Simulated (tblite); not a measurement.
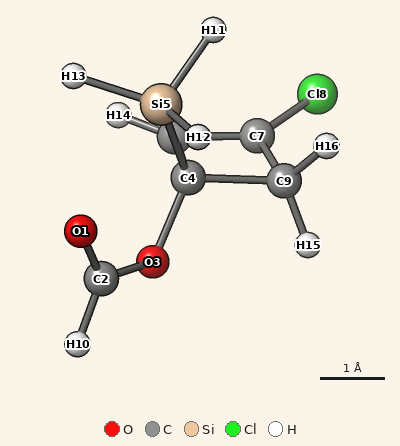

The structure as given in the input (ball-and-stick view, seen at a tilt; atoms are numbered from 1 in the order of the input). Bond lengths as drawn: C–C 1.33 to 1.56 Å, C–Cl 1.70 Å, C–H 1.07 to 1.10 Å, C–O 1.20 to 1.44 Å, C–Si 1.93 Å and H–Si 1.45 to 1.48 Å.

**Frequency calculation, with input and output: C5H7ClO2Si**

- system: C5H7ClO2Si
- method: GFN2-xTB harmonic vibrations, gas phase (tblite 0.8.0)

It belongs to a series of runs on one base structure; here: H on C replaced by OCHO.

Output
```
mode    cm-1     km/mol
  1      36.7      0.82
  2      70.6      1.35
  3     197.7     18.90
  4     203.7     49.54
  5     229.8      1.64
  6     259.9      8.37
  7     315.3      5.24
  8     324.8      6.61
  9     362.2      0.36
 10     407.7      1.73
 11     443.1      6.21
 12     496.6     12.67
 13     580.6     14.58
 14     586.3    105.88
 15     594.0     42.30
 16     723.8    239.77
 17     749.1     47.72
 18     783.1     22.80
 19     864.7    234.02
 20     881.1     79.14
 21     910.6    102.42
 22     919.1     48.49
 23     939.0     10.27
 24     999.4     10.20
 25    1018.9      3.12
 26    1032.6      4.13
 27    1106.0     35.47
 28    1159.7      4.26
 29    1196.0     37.77
 30    1223.4    142.51
 31    1238.3     77.94
 32    1336.8     19.08
 33    1432.7      6.71
 34    1646.7     72.90
 35    1732.9    518.78
 36    2153.2    382.63
 37    2318.7    146.75
 38    2350.3    338.75
 39    2850.6     71.56
 40    3001.4     13.65
 41    3011.5      9.10
 42    3154.1     14.00
```

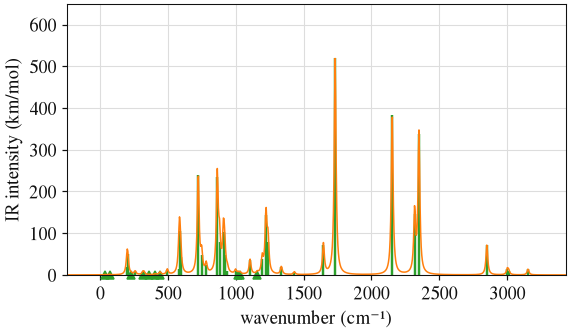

Harmonic infrared spectrum, unscaled: sticks (degenerate modes added up, dark ones marked on the axis) with a Lorentzian envelope of 16 cm⁻¹ full width, scaled to the tallest stick. 42 modes from 37 to 3154 cm⁻¹, none imaginary. The strongest line is at 1733 cm⁻¹ (519 km/mol).

This output came from the following input.

Input file
```
{"job": {"kind": "ir", "xc": "GFN2-xTB", "basis": "xTB"}, "charge": 0, "multiplicity": 1}
O     -2.652067     0.052387    -0.107152
C     -2.145596    -1.035904    -0.210647
O     -0.878620    -1.302749    -0.197512
C      0.033833    -0.194717    -0.074684
Si    -0.782679     1.528948     0.210175
C      1.076788    -0.196205    -1.163613
C      2.068076    -0.420109    -0.302830
Cl     3.764399    -0.471535    -0.424664
C      1.190298    -0.536275     0.907530
H     -2.737116    -1.957647    -0.330779
H      0.440909     2.339445     0.390019
H     -1.472182     1.566248     1.492577
H     -1.412499     2.024623    -1.003281
H      1.008829    -0.036915    -2.221450
H      1.121139    -1.538425     1.325102
H      1.368888     0.187775     1.699797
```

The first line tells a small driver script what to run in tblite; the rest is the geometry in Å.

Run as:
```bash
OMP_NUM_THREADS=1 python <driver script> task.json out
```

Results in brief

| quantity | value |
| --- | --- |
| outcome | converged |
| total energy | −779.5844 eV |
| zero-point energy | 65.5350 kcal/mol |
| hardware | 1 CPU thread, shared host |
| wall time | 0.69 s |
| peak memory | 0.18 GiB |
